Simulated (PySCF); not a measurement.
## Electronic structure of C$_{6}$H$_{6}$N$_{2}$Si (SMILES C=C/C(C#N)=C\[SiH2]C#N) in real space

Input

```
{"job": {"kind": "nmr", "xc": "PBE0", "basis": "pcSseg-1"}, "charge": 0, "multiplicity": 1}
C     -1.329554    -2.024323    -0.644269
C     -0.489793    -1.019654    -0.417902
C     -0.903230     0.285456     0.070728
C     -2.283235     0.468067     0.355263
N     -3.390701     0.650310     0.588087
C     -0.074538     1.330951     0.268200
Si     1.777693     1.374011    -0.060741
C      2.548474    -0.074022     0.840411
N      3.022740    -0.964274     1.383000
H     -0.981875    -2.977009    -1.004125
H     -2.390379    -1.926958    -0.476993
H      0.572390    -1.136543    -0.589139
H     -0.522036     2.247294     0.635573
H      2.087290     1.183598    -1.480625
H      2.352339     2.591085     0.510619
```

Launched as:

```sh
OMP_NUM_THREADS=1 python probes_run.py task.json out
```

Geometry: GFN2-xTB.

Theory: PBE0/pcSseg-1, SCF density, gas phase, non-relativistic (PySCF 2.14.0).

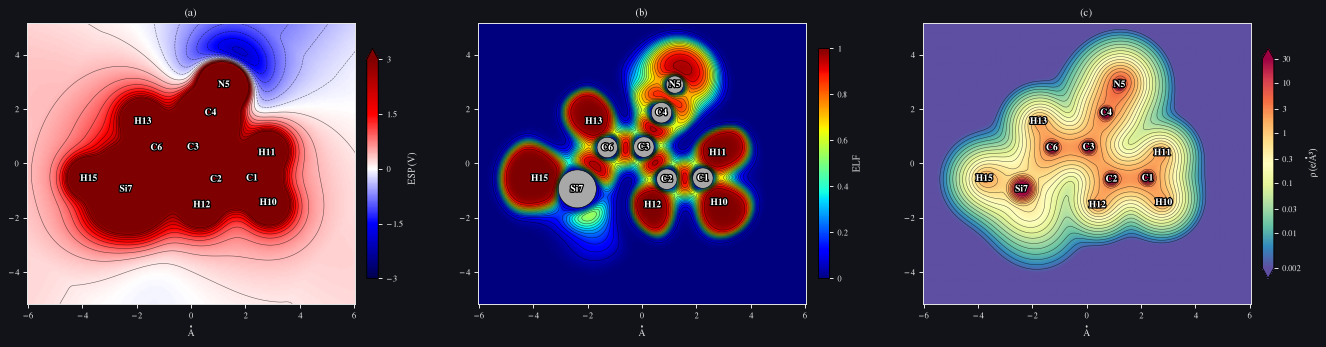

Figure 1. (a) electrostatic potential; (b) ELF; (c) total electron density on the plane of atoms C3, C2 and H12. Grey discs cover the atomic cores in the ELF map.

### What do the fields say about this system?

Atoms in the plane: C, N, Si and H.
C–N (1.15 Å): the density is about 3.6 e/Å³ at the midpoint; the ELF peaks at about 0.85 between the atoms; a multiple bond.
C–C (1.33 Å): ρ is about 2.3 e/Å³ halfway; the ELF peaks at about 0.95 between the atoms (a multiple bond).
C–Si (1.88 Å): ρ at the midpoint is about 0.94 e/Å³; the ELF peaks at about 0.95 between the atoms (a shared electron pair).
C–H (1.08 Å): the density is about 2.1 e/Å³ at the midpoint; the ELF climbs to about 1 towards the hydrogen, as it does in any bond to H: a covalent bond by its length.
C–C (1.42 Å): ρ is about 1.9 e/Å³ halfway; the ELF peaks at about 0.95 between the atoms; a covalent bond.
The ELF also peaks beside N5, away from the bonds: lone-pair regions.
Outside the dense part of the molecule the potential is most negative (−1.9 V) near N5.

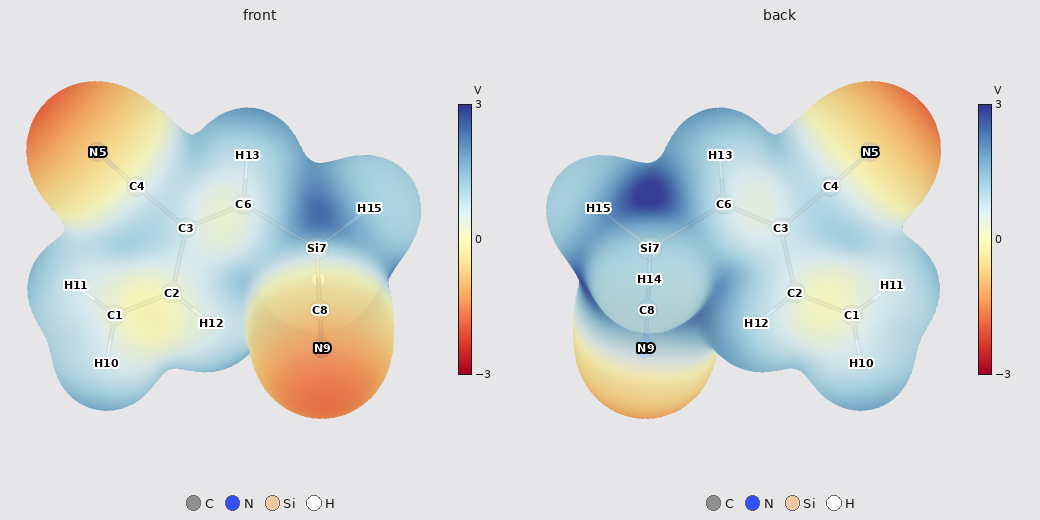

Figure 2. The electrostatic potential painted on the density surface at 0.004 e/bohr³, seen from the front and from behind; red is negative and blue positive.

### Where is the surface potential most negative and most positive?

The most negative region (about −1.8 V) lies over N5 and N9, the most positive (about +2.9 V) over Si7.
